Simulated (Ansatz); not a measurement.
Results of PBE+SOC (plane waves, PAW; Ansatz, an electronic-structure program) for rock-salt HfC.

Settings: plane-wave cutoff 520 eV, 20×20×20 k mesh, Fermi–Dirac smearing 0.05 eV, PAW data made under PBE.

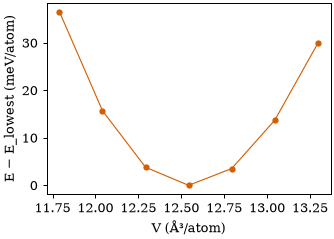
*Total energy against volume*

Question: From the curve, estimate the equilibrium volume and the bulk modulus.

Answer: V0 ≈ 12.5 Å³/atom and B0 ≈ 230 GPa; the fit gives V0 = 12.543 Å³/atom, B0 = 234 GPa, B′ = 4.0.

Measured, for comparison: bulk modulus 242 GPa (room temperature, no zero-point or thermal correction, our sources range from 242 to 286; as tabulated in Synthesis of Binary Transition Metal Nitrides, Carbides and Borides from the …); equilibrium volume per atom 12.47 Å³/atom (temperature not stated, no zero-point or thermal correction; as tabulated in Zhang et al. (2018), doi:10.1088/1367-2630/aac7f0). Computed (rounded) less measured: bulk modulus not scored (sources differ), equilibrium volume per atom +0.6 %.

The computed numbers hold no vibrational or temperature effects.
